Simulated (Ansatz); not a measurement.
**CH₆OSi₂: single points with varied inputs**

How do the results and run time of CH₆OSi₂ respond when the settings are drawn wide?

Computed with Ansatz 0.2.0, Gaussian basis. Level: the settings change from run to run.

**1. The relaxed structure**

The structure was relaxed beforehand with PBE0-D4 in a triple-zeta def2 set.

SMILES `[SiH3][SiH]1CO1`, 10 atoms, charge 0, spin multiplicity 1.

Atoms are counted from 1 here; the program's logs count them from 0.

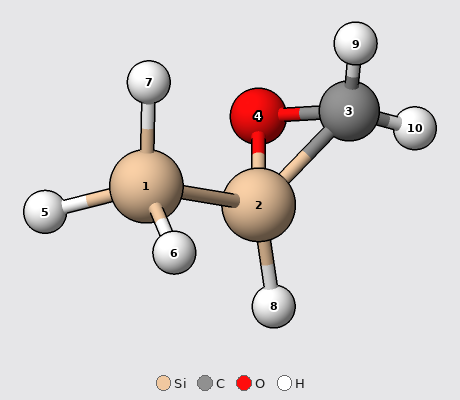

The geometry (silicon light orange, carbon grey, oxygen red, hydrogen white); atoms are numbered from 1 in the order of the file.

**2. SVWN5/cc-pVTZ-DK**

Options: density fitting with cc-pVTZ-jkfit.

Contents of in.yaml:

```yaml
crystal:
  periodic: [false, false, false]
  atoms:
    - {symbol: Si, position_ang: [-1.268430, 0.897083, -0.907798]}
    - {symbol: Si, position_ang: [-0.101697, -0.746873, 0.259097]}
    - {symbol: C, position_ang: [1.531396, -0.427589, 0.981971]}
    - {symbol: O, position_ang: [1.431732, -1.110080, -0.306492]}
    - {symbol: H, position_ang: [-1.797996, 0.356826, -2.187776]}
    - {symbol: H, position_ang: [-2.410351, 1.372782, -0.081545]}
    - {symbol: H, position_ang: [-0.349031, 2.029721, -1.186415]}
    - {symbol: H, position_ang: [-0.890558, -1.908734, 0.741866]}
    - {symbol: H, position_ang: [2.009982, 0.547578, 0.917319]}
    - {symbol: H, position_ang: [1.928153, -1.061915, 1.772573]}
basis:
  gaussian: {orbitals: cc-pVTZ-DK, fitting: {mean_field: cc-pVTZ-jkfit}}
hamiltonian: {xc: {name: SVWN5}}
```

Started as:

```bash
$ ansatz run in.yaml --threads 2 --pin off --events-out ev --progress --plain --max-ram 4352MiB
```

The program printed:

```text
Functional definition: SVWN5
  name "SVWN5"
  cite "Dirac, Proc. Camb. Phil. Soc. 26, 376 (1930) doi:10.1017/S0305004100016108"
  cite "Slater, Phys. Rev. 81, 385 (1951) doi:10.1103/PhysRev.81.385"
  cite "Vosko, Wilk & Nusair, Can. J. Phys. 58, 1200 (1980) doi:10.1139/p80-159"
  exchange = slater_x
  correlation = vwn5_c
580 factors; integrals over basis functions are off by at most 7.4e-1 eV
mean field evaluation 1: about -18874.6459 eV, gradient 6.5e1 eV
mean field evaluation 2: about -18778.0825 eV, gradient 1.9e2 eV
mean field evaluation 4: about -18882.7992 eV, gradient 2.8e1 eV
mean field evaluation 8: about -18884.1309 eV, gradient 1.2e-1 eV
mean field evaluation 16: about -18884.1300 eV, gradient 1.9e-5 eV
mean field -18884.13002562 eV, -693.9789783184 hartree, gradient 1.9e-5 eV, S^2 0.000000; 0 other end points of the search recorded, 0 dependent functions left out
reference -18884.13006584 eV, -693.9789797967 hartree; 24, 24 occupied and 188, 188 virtual orbitals, 580 factors
Total energy: -18884.13006584 eV, -693.9789797967 hartree
Relativity: scalar
```

Wall time 1.4 s (2 threads of Arm Neoverse V1, shared host).

**3. B3LYP5/def2-SVPD**

Options: the search for lower states set to full.

Edit in.yaml of step 2 so:

```diff
@@ -14,3 +14,4 @@
 basis:
-  gaussian: {orbitals: cc-pVTZ-DK, fitting: {mean_field: cc-pVTZ-jkfit}}
-hamiltonian: {xc: {name: SVWN5}}
+  gaussian: {orbitals: def2-SVPD}
+hamiltonian: {xc: {name: B3LYP5}}
+scf: {lower_state_search: full}
```

Same command.

The program printed (excerpt; [...] marks lines left out):

```text
Functional definition: B3LYP5
  name "B3LYP5"
  cite "Stephens, Devlin, Chabalowski & Frisch, J. Phys. Chem. 98, 11623 (1994) doi:10.1021/j100096a001"
  cite "Becke, Phys. Rev. A 38, 3098 (1988) doi:10.1103/PhysRevA.38.3098"
  cite "Lee, Yang & Parr, Phys. Rev. B 37, 785 (1988) doi:10.1103/PhysRevB.37.785"
  cite "Vosko, Wilk & Nusair, Can. J. Phys. 58, 1200 (1980) doi:10.1139/p80-159"
[...]
1212 factors; their error is unknown
[...]
mean field -18925.28462388 eV, -695.4913819088 hartree, gradient 2.4e-5 eV, S^2 0.000000; 0 other end points of the search recorded, 0 dependent functions left out
reference -18925.28491171 eV, -695.4913924866 hartree; 24, 24 occupied and 115, 115 virtual orbitals, 1212 factors
Total energy: -18925.28491171 eV, -695.4913924866 hartree
```

Wall time 3 s (2 threads of Arm Neoverse V1, shared host).

**4. PBEsol/6-31G***

Set apart from the defaults: D3(BJ) dispersion, high accuracy.

Edit in.yaml of step 3 so:

```diff
@@ -14,4 +14,4 @@
 basis:
-  gaussian: {orbitals: def2-SVPD}
-hamiltonian: {xc: {name: B3LYP5}}
-scf: {lower_state_search: full}
+  gaussian: {orbitals: "6-31G*"}
+hamiltonian: {xc: {name: PBEsol}, dispersion: d3bj}
+accuracy: high
```

The command is unchanged.

The program printed:

```text
Functional definition: PBEsol
  name "PBEsol"
  cite "Perdew et al., Phys. Rev. Lett. 100, 136406 (2008) doi:10.1103/PhysRevLett.100.136406"
  cite "Perdew, Burke & Ernzerhof, Phys. Rev. Lett. 77, 3865 (1996) doi:10.1103/PhysRevLett.77.3865"
  parent pbesol
  exchange = pbesol_x
  correlation = pbesol_c
1819 factors; integrals over basis functions are off by at most 3.9e-9 eV
mean field evaluation 1: about -18875.6260 eV, gradient 5.3e1 eV
mean field evaluation 2: about -18824.7755 eV, gradient 1.5e2 eV
mean field evaluation 4: about -18881.5453 eV, gradient 1.7e1 eV
mean field evaluation 8: about -18882.1076 eV, gradient 8.7e-1 eV
mean field evaluation 16: about -18882.1096 eV, gradient 9.5e-5 eV
mean field -18882.10958668 eV, -693.9047285568 hartree, gradient 2.6e-8 eV, S^2 0.000000; 0 other end points of the search recorded, 0 dependent functions left out
reference -18882.10959052 eV, -693.9047286982 hartree; 24, 24 occupied and 56, 56 virtual orbitals, 1819 factors
Total energy: -18882.19538290 eV, -693.9078815097 hartree
```

Wall time 3.6 s (2 threads of Arm Neoverse V1, shared host).

**5. HSE06/cc-pVTZ-DK**

Set apart from the defaults: D4 dispersion, relativity set to scalar, the search for lower states set to full.

Edit in.yaml of step 4 so:

```diff
@@ -14,4 +14,5 @@
 basis:
-  gaussian: {orbitals: "6-31G*"}
-hamiltonian: {xc: {name: PBEsol}, dispersion: d3bj}
-accuracy: high
+  gaussian: {orbitals: cc-pVTZ-DK}
+hamiltonian: {xc: {name: HSE06}, dispersion: d4, pseudopotentials: {relativity: scalar}}
+scf: {lower_state_search: full}
+output: {forces: true}
```

The command is unchanged.

The program printed (excerpt; [...] marks lines left out):

```text
Functional definition: HSE06
  name "HSE06"
  cite "Heyd, Scuseria & Ernzerhof, J. Chem. Phys. 118, 8207 (2003) doi:10.1063/1.1564060"
  cite "Krukau, Vydrov, Izmaylov & Scuseria, J. Chem. Phys. 125, 224106 (2006) doi:10.1063/1.2404663"
  cite "Heyd & Scuseria, J. Chem. Phys. 120, 7274 (2004) doi:10.1063/1.1668634"
  cite "Ernzerhof & Perdew, J. Chem. Phys. 109, 3313 (1998) doi:10.1063/1.476928"
  cite "Perdew, Burke & Ernzerhof, Phys. Rev. Lett. 77, 3865 (1996) doi:10.1103/PhysRevLett.77.3865"
  parent pbe
[...]
  # The whole range is PBE's own exchange, as in plane waves. The composition of these papers is wPBEh.
[...]
1271 factors; their error is unknown
113 factors; integrals over basis functions are off by at most 9.2e-7 eV
[...]
Relativity: scalar
Atom 0 at    -1.268430     0.897083    -0.907798 Å, force     0.004838    -0.009548     0.010313 eV/Å
Atom 1 at    -0.101697    -0.746873     0.259097 Å, force    -0.278533     0.054069     0.040069 eV/Å
Atom 2 at     1.531396    -0.427589     0.981971 Å, force     0.131309     0.011145     0.037555 eV/Å
Atom 3 at     1.431732    -1.110080    -0.306492 Å, force     0.219942    -0.051009    -0.069546 eV/Å
Atom 4 at    -1.797996     0.356826    -2.187776 Å, force    -0.014750    -0.011345    -0.033880 eV/Å
Atom 5 at    -2.410351     1.372782    -0.081545 Å, force    -0.029023     0.013887     0.017943 eV/Å
Atom 6 at    -0.349031     2.029721    -1.186415 Å, force     0.021683     0.030778    -0.010127 eV/Å
Atom 7 at    -0.890558    -1.908734     0.741866 Å, force    -0.021744    -0.036607     0.014836 eV/Å
Atom 8 at     2.009982     0.547578     0.917319 Å, force    -0.020336    -0.015055     0.004952 eV/Å
Atom 9 at     1.928153    -1.061915     1.772573 Å, force    -0.013387     0.013685    -0.012116 eV/Å
Dipole moment:    -0.260525     0.164715     0.183530 e Å
```

Run time: 6.5 s. Hardware: 2 threads of Arm Neoverse V1, shared host; peak memory 0.55 GiB.

Largest force 0.287 eV/Å, dipole 1.72 D.

**6. PBE0-DH/ANO-RCC-VTZP**

This run has finite nuclei.

Edit in.yaml of step 5 so:

```diff
@@ -14,5 +14,3 @@
 basis:
-  gaussian: {orbitals: cc-pVTZ-DK}
-hamiltonian: {xc: {name: HSE06}, dispersion: d4, pseudopotentials: {relativity: scalar}}
-scf: {lower_state_search: full}
-output: {forces: true}
+  gaussian: {orbitals: ANO-RCC-VTZP, nuclear_model: gaussian}
+hamiltonian: {xc: {name: PBE0-DH}}
```

Launched as before.

The program printed (excerpt; [...] marks lines left out):

```text
Functional definition: PBE0-DH
  name "PBE0-DH"
  cite "Brémond & Adamo, J. Chem. Phys. 135, 024106 (2011) doi:10.1063/1.3604569"
  cite "Perdew, Burke & Ernzerhof, Phys. Rev. Lett. 77, 3865 (1996) doi:10.1103/PhysRevLett.77.3865"
[...]
1226 factors; integrals over basis functions are off by at most 8.6e-4 eV
[...]
mean field -18959.15607958 eV, -696.7361349468 hartree, gradient 4.5e-6 eV, S^2 0.000000; 0 other end points of the search recorded, 0 dependent functions left out
12 core orbitals not correlated: weight in the atoms' cores, before any rotation towards them, 1.000 or more for the frozen orbitals, at most 0.000 for the correlated occupied ones
reference -18959.15611036 eV, -696.7361360781 hartree; 12, 12 occupied and 188, 188 virtual orbitals, 1226 factors
second order -22.16112007 eV of doubles, -0.00000000 eV of singles
Total energy: -18961.92625037 eV, -696.8379368457 hartree
Relativity: scalar
```

Run time: 16 s. Hardware: 2 threads of Arm Neoverse V1, shared host; peak memory 0.56 GiB.

**7. wB97/def2-TZVP**

This run has charge +1, multiplicity 2, relativity set to scalar.

Edit in.yaml of step 6 so:

```diff
@@ -14,3 +14,6 @@
 basis:
-  gaussian: {orbitals: ANO-RCC-VTZP, nuclear_model: gaussian}
-hamiltonian: {xc: {name: PBE0-DH}}
+  gaussian: {orbitals: def2-TZVP}
+total_charge: 1
+magnetization: {spin_polarized: true, initial_magnetization: 1}
+hamiltonian: {xc: {name: wB97}, pseudopotentials: {relativity: scalar}}
+output: {forces: true}
```

Launched as before.

The program printed (excerpt; [...] marks lines left out):

```text
Functional definition: wB97
  name "wB97"
  cite "Chai & Head-Gordon, J. Chem. Phys. 128, 084106 (2008) doi:10.1063/1.2834918"
  cite "Becke, J. Chem. Phys. 107, 8554 (1997) doi:10.1063/1.475007"
[...]
  # The coefficients of nought are those of the uniform gas.
[...]
      + integral(e_c_pw_opposite_spin*poly(b97_u_opposite, 1, cos1, cos2, cos3, cos4))
1099 factors; their error is unknown
413 factors; integrals over basis functions are off by at most 1.9e-5 eV
[...]
mean field -18958.75348937 eV, -696.7213400298 hartree, gradient 2.5e-5 eV, S^2 0.756945; 2 other end points of the search recorded, 0 dependent functions left out
[...]
reference -18958.75347737 eV, -696.7213395886 hartree; 24, 23 occupied and 148, 149 virtual orbitals, 1099 factors
Total energy: -18958.75347737 eV, -696.7213395886 hartree
Relativity: scalar
Atom 0 at    -1.268430     0.897083    -0.907798 Å, force    -0.576163     1.360841    -0.307263 eV/Å
Atom 1 at    -0.101697    -0.746873     0.259097 Å, force    -3.815558    -1.150501    -2.181054 eV/Å
Atom 2 at     1.531396    -0.427589     0.981971 Å, force     4.652805    -0.840809    -1.234248 eV/Å
Atom 3 at     1.431732    -1.110080    -0.306492 Å, force    -0.253445     1.079803     2.686441 eV/Å
Atom 4 at    -1.797996     0.356826    -2.187776 Å, force     0.282970    -0.377377     0.266359 eV/Å
Atom 5 at    -2.410351     1.372782    -0.081545 Å, force     0.258790    -0.267460     0.085265 eV/Å
Atom 6 at    -0.349031     2.029721    -1.186415 Å, force     0.074572    -0.272150     0.136895 eV/Å
Atom 7 at    -0.890558    -1.908734     0.741866 Å, force     0.418765     0.149583     0.168156 eV/Å
Atom 8 at     2.009982     0.547578     0.917319 Å, force    -0.592905     0.470763     0.054327 eV/Å
Atom 9 at     1.928153    -1.061915     1.772573 Å, force    -0.449832    -0.152692     0.325122 eV/Å
Dipole moment:     0.162632    -0.035198     0.568397 e Å
```

Wall time 36 s (2 threads of Arm Neoverse V1, shared host); peak memory 0.65 GiB.

Largest force 4.887 eV/Å, ⟨S²⟩ 0.757.

**8. RPBE/cc-pVTZ-DK**

Options: charge -1, multiplicity 2, D4 dispersion.

Edit in.yaml of step 7 so:

```diff
@@ -14,6 +14,6 @@
 basis:
-  gaussian: {orbitals: def2-TZVP}
-total_charge: 1
+  gaussian: {orbitals: cc-pVTZ-DK}
+total_charge: -1
 magnetization: {spin_polarized: true, initial_magnetization: 1}
-hamiltonian: {xc: {name: wB97}, pseudopotentials: {relativity: scalar}}
+hamiltonian: {xc: {name: RPBE}, dispersion: d4}
 output: {forces: true}
```

Same command.

The program printed (excerpt; [...] marks lines left out):

```text
Functional definition: RPBE
  name "RPBE"
  cite "Hammer, Hansen & Nørskov, Phys. Rev. B 59, 7413 (1999) doi:10.1103/PhysRevB.59.7413"
  cite "Perdew, Burke & Ernzerhof, Phys. Rev. Lett. 77, 3865 (1996) doi:10.1103/PhysRevLett.77.3865"
[...]
1230 factors; their error is unknown
[...]
mean field -18970.74758079 eV, -697.1621147594 hartree, gradient 1.3e-5 eV, S^2 0.753202; 5 other end points of the search recorded, 0 dependent functions left out
[...]
reference -18970.74762379 eV, -697.1621163397 hartree; 25, 24 occupied and 187, 188 virtual orbitals, 1230 factors
Total energy: -18971.60442184 eV, -697.1936030873 hartree
Relativity: scalar
Atom 0 at    -1.268430     0.897083    -0.907798 Å, force     0.962351    -1.523922     1.052748 eV/Å
Atom 1 at    -0.101697    -0.746873     0.259097 Å, force    -2.388377     1.283728    -0.002401 eV/Å
Atom 2 at     1.531396    -0.427589     0.981971 Å, force     0.488389     0.189857     0.826106 eV/Å
Atom 3 at     1.431732    -1.110080    -0.306492 Å, force     1.628337    -0.954306    -1.431355 eV/Å
Atom 4 at    -1.797996     0.356826    -2.187776 Å, force    -0.669727     0.337837    -0.783129 eV/Å
Atom 5 at    -2.410351     1.372782    -0.081545 Å, force    -0.730753     0.410219    -0.162277 eV/Å
Atom 6 at    -0.349031     2.029721    -1.186415 Å, force     0.148708     0.376898    -0.160385 eV/Å
Atom 7 at    -0.890558    -1.908734     0.741866 Å, force    -0.217673    -0.349046     0.082561 eV/Å
Atom 8 at     2.009982     0.547578     0.917319 Å, force     0.314884     0.424288     0.109500 eV/Å
Atom 9 at     1.928153    -1.061915     1.772573 Å, force     0.463861    -0.195552     0.468633 eV/Å
Dipole moment:     0.068225     0.124685     0.055612 e Å
```

It took 11 s on 2 threads of Arm Neoverse V1, shared host; peak memory 0.4 GiB.

Largest force 2.712 eV/Å, ⟨S²⟩ 0.753.

**9. r2SCAN50/6-31++G****

This run has atoms shaken by 0.03 Å, a point charge of 2.00 e beside it, D3(BJ) with three-body dispersion.

Contents of in.yaml:

```yaml
crystal:
  periodic: [false, false, false]
  atoms:
    - {symbol: Si, position_ang: [-1.275437, 0.956798, -0.917330]}
    - {symbol: Si, position_ang: [-0.075897, -0.666490, 0.249510]}
    - {symbol: C, position_ang: [1.562571, -0.438608, 1.034564]}
    - {symbol: O, position_ang: [1.380377, -1.096010, -0.323798]}
    - {symbol: H, position_ang: [-1.812882, 0.391513, -2.248824]}
    - {symbol: H, position_ang: [-2.446638, 1.335432, -0.097922]}
    - {symbol: H, position_ang: [-0.391901, 2.026250, -1.150123]}
    - {symbol: H, position_ang: [-0.851908, -1.917890, 0.703377]}
    - {symbol: H, position_ang: [2.024295, 0.569032, 0.869591]}
    - {symbol: H, position_ang: [1.978595, -1.082630, 1.748248]}
basis:
  gaussian: {orbitals: "6-31++G**", point_charges: [{charge: 2.00, position_ang: [6.557, -0.399, 0.412]}]}
hamiltonian: {xc: {name: r2SCAN50}, dispersion: d3bjatm}
output: {forces: true}
```

The command is unchanged.

The program printed (excerpt; [...] marks lines left out):

```text
Functional definition: r2SCAN50
  name "r2SCAN50"
  cite "Bursch, Neugebauer, Ehlert & Grimme, J. Chem. Phys. 156, 134105 (2022) doi:10.1063/5.0086040"
  cite "Furness, Kaplan, Ning, Perdew & Sun, J. Phys. Chem. Lett. 11, 8208 (2020) doi:10.1021/acs.jpclett.0c02405"
  cite "Furness, Kaplan, Ning, Perdew & Sun, J. Phys. Chem. Lett. 11, 9248 (2020) doi:10.1021/acs.jpclett.0c03077"
  parent r2scan
[...]
1060 factors; integrals over basis functions are off by at most 8.5e-4 eV
[...]
mean field -18931.25086152 eV, -695.7106370981 hartree, gradient 3.9e-5 eV, S^2 0.000000; 0 other end points of the search recorded, 0 dependent functions left out
[...]
reference -18931.25088153 eV, -695.7106378335 hartree; 24, 24 occupied and 96, 96 virtual orbitals, 1060 factors
Total energy: -18931.32650733 eV, -695.7134170302 hartree
Atom 0 at    -1.275437     0.956798    -0.917330 Å, force    -1.598227    -1.428502    -0.602791 eV/Å
Atom 1 at    -0.075897    -0.666490     0.249510 Å, force    -2.142664    -1.172789     0.830934 eV/Å
Atom 2 at     1.562571    -0.438608     1.034564 Å, force    -0.545717     1.697394    -2.768880 eV/Å
Atom 3 at     1.380377    -1.096010    -0.323798 Å, force     2.194226     0.138299     0.503068 eV/Å
Atom 4 at    -1.812882     0.391513    -2.248824 Å, force     0.588233     0.294148     1.032114 eV/Å
Atom 5 at    -2.446638     1.335432    -0.097922 Å, force     0.196184     0.060369     0.010201 eV/Å
Atom 6 at    -0.391901     2.026250    -1.150123 Å, force     0.906016     1.220176    -0.245619 eV/Å
Atom 7 at    -0.851908    -1.917890     0.703377 Å, force     0.485731     1.089209    -0.191288 eV/Å
Atom 8 at     2.024295     0.569032     0.869591 Å, force    -0.284238    -1.096226     0.556186 eV/Å
Atom 9 at     1.978595    -1.082630     1.748248 Å, force     0.433727    -0.743236     0.934405 eV/Å
Dipole moment:    -0.836199     0.347212     0.104621 e Å
```

Run time: 5.5 s. Hardware: 2 threads of Arm Neoverse V1, shared host; peak memory 0.25 GiB.

Largest force 3.293 eV/Å, dipole 4.38 D.

**10. wPBEh/def2-TZVP**

Contents of in.yaml:

```yaml
crystal:
  periodic: [false, false, false]
  atoms:
    - {symbol: Si, position_ang: [-1.268430, 0.897083, -0.907798]}
    - {symbol: Si, position_ang: [-0.101697, -0.746873, 0.259097]}
    - {symbol: C, position_ang: [1.531396, -0.427589, 0.981971]}
    - {symbol: O, position_ang: [1.431732, -1.110080, -0.306492]}
    - {symbol: H, position_ang: [-1.797996, 0.356826, -2.187776]}
    - {symbol: H, position_ang: [-2.410351, 1.372782, -0.081545]}
    - {symbol: H, position_ang: [-0.349031, 2.029721, -1.186415]}
    - {symbol: H, position_ang: [-0.890558, -1.908734, 0.741866]}
    - {symbol: H, position_ang: [2.009982, 0.547578, 0.917319]}
    - {symbol: H, position_ang: [1.928153, -1.061915, 1.772573]}
basis:
  gaussian: {orbitals: def2-TZVP}
hamiltonian: {xc: {name: wPBEh}}
output: {forces: true}
```

The command is unchanged.

The program printed (excerpt; [...] marks lines left out):

```text
Functional definition: wPBEh
  name "wPBEh"
  cite "Heyd, Scuseria & Ernzerhof, J. Chem. Phys. 118, 8207 (2003) doi:10.1063/1.1564060"
  cite "Krukau, Vydrov, Izmaylov & Scuseria, J. Chem. Phys. 125, 224106 (2006) doi:10.1063/1.2404663"
  cite "Heyd & Scuseria, J. Chem. Phys. 120, 7274 (2004) doi:10.1063/1.1668634"
  cite "Ernzerhof & Perdew, J. Chem. Phys. 109, 3313 (1998) doi:10.1063/1.476928"
  cite "Perdew, Burke & Ernzerhof, Phys. Rev. Lett. 77, 3865 (1996) doi:10.1103/PhysRevLett.77.3865"
  parent pbe
[...]
1131 factors; their error is unknown
87 factors; integrals over basis functions are off by at most 7.6e-7 eV
[...]
mean field -18928.95313302 eV, -695.6261971332 hartree, gradient 4.7e-5 eV, S^2 0.000000; 0 other end points of the search recorded, 0 dependent functions left out
[...]
Atom 0 at    -1.268430     0.897083    -0.907798 Å, force    -0.016587     0.013644    -0.009602 eV/Å
Atom 1 at    -0.101697    -0.746873     0.259097 Å, force    -0.018815    -0.004793     0.006747 eV/Å
Atom 2 at     1.531396    -0.427589     0.981971 Å, force     0.023626     0.011050     0.035888 eV/Å
Atom 3 at     1.431732    -1.110080    -0.306492 Å, force     0.014127    -0.020595    -0.023890 eV/Å
Atom 4 at    -1.797996     0.356826    -2.187776 Å, force     0.000104     0.003688     0.004209 eV/Å
Atom 5 at    -2.410351     1.372782    -0.081545 Å, force     0.002723    -0.000189    -0.005257 eV/Å
Atom 6 at    -0.349031     2.029721    -1.186415 Å, force    -0.006145    -0.002545    -0.001853 eV/Å
Atom 7 at    -0.890558    -1.908734     0.741866 Å, force     0.004664     0.003260    -0.003244 eV/Å
Atom 8 at     2.009982     0.547578     0.917319 Å, force    -0.003109    -0.011274     0.004286 eV/Å
Atom 9 at     1.928153    -1.061915     1.772573 Å, force    -0.000589     0.007753    -0.007283 eV/Å
Dipole moment:    -0.276738     0.168764     0.186925 e Å
```

Wall time 4.4 s (2 threads of Arm Neoverse V1, shared host); peak memory 0.39 GiB.

Largest force 0.044 eV/Å, dipole 1.80 D.

**11. The runs in one table**

| level | charge | multiplicity | geometry | functions | energy (eV) | time |
| --- | --- | --- | --- | --- | --- | --- |
| SVWN5/cc-pVTZ-DK | 0 | 1 | relaxed | 212 | -18884.130 | 1.4 s |
| B3LYP5/def2-SVPD | 0 | 1 | relaxed | 139 | -18925.285 | 3 s |
| PBEsol/6-31G* | 0 | 1 | relaxed | 80 | -18882.195 | 3.6 s |
| HSE06/cc-pVTZ-DK | 0 | 1 | relaxed | 212 | -18962.304 | 6.5 s |
| PBE0-DH/ANO-RCC-VTZP | 0 | 1 | relaxed | 212 | -18961.926 | 16 s |
| wB97/def2-TZVP | 1 | 2 | relaxed | 172 | -18958.753 | 36 s |
| RPBE/cc-pVTZ-DK | -1 | 2 | relaxed | 212 | -18971.604 | 11 s |
| r2SCAN50/6-31++G** | 0 | 1 | shaken, point charge | 120 | -18931.327 | 5.5 s |
| wPBEh/def2-TZVP | 0 | 1 | relaxed | 172 | -18928.953 | 4.4 s |

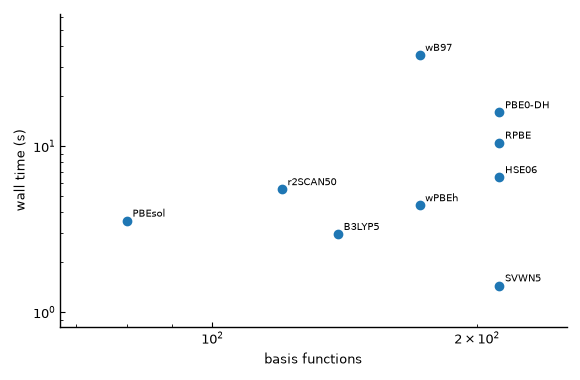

Wall time against the number of basis functions (shared host).

**12. Outcome**

```
                                         quantity                    value
                                             runs                        9
                                         quickest  SVWN5/cc-pVTZ-DK, 1.4 s
                                          slowest     wB97/def2-TZVP, 36 s
spread of total energies, same state and geometry                  80.1 eV
                  dipole, same state and geometry           1.72 to 1.80 D
```

What this shows: Run time spans a factor of 24, from SVWN5/cc-pVTZ-DK to wB97/def2-TZVP. The jobs differ in tasks and options as well as level. Total energies at one charge and spin differ by 80 eV between levels, so only differences within one level mean anything. Some of these runs are scalar-relativistic and others not, which shifts the totals of all-electron atoms past neon by eV; core potentials, where a basis has them, take the core out of the total altogether. At the PBE0-D4/def2-TZVP geometry and in the same state, runs without warnings or point charges leave forces up to 0.29 eV/Å (HSE06/cc-pVTZ-DK).
